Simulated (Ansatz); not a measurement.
**Pressure series in Cu2Se**

Start from Cu2Se in the anti-fluorite structure (space group Fm-3m, No. 225; a = 5.719 Å; a cell from a computed database, its experimental status unchecked).

Cell and atoms are relaxed at each pressure.

Calculations: PBEsol (Ansatz, a program for electronic structure), without spin-orbit coupling.

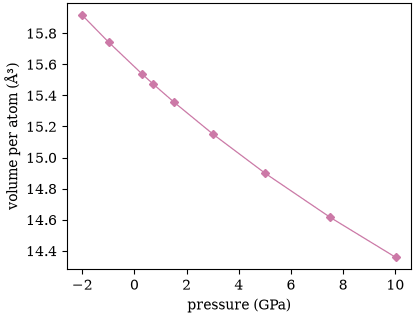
Fig. 1. Volume against pressure

Problem. Estimate the zero-pressure bulk modulus from the plot.

Solution. About 100 GPa; a third-order Birch–Murnaghan fit to the points gives V₀ = 15.58 Å³/atom, B₀ = 100 GPa and B₀′ = 5.0.

Load acts through the strain it causes; cell and atoms are relaxed under it. No phonon test of stability was made. Competing high-pressure phases were not computed. The final runs are not spin-polarised.
